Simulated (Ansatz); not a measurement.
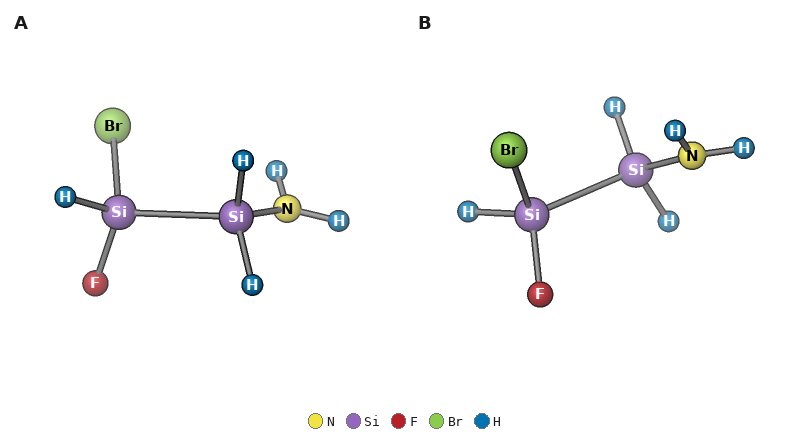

Atoms fade into the background with distance from the viewer. The geometry was computed by an optimisation with PBE0-D4/def2-TZVP. No frequency run is at hand to confirm it as a minimum.

> Are A and B the same structure? If not, how do they differ?

No. They are enantiomers, mirror images that no rotation superimposes: A is N[SiH2][Si@H](F)Br (S), B is N[SiH2][Si@@H](F)Br (R). Their energies are equal.
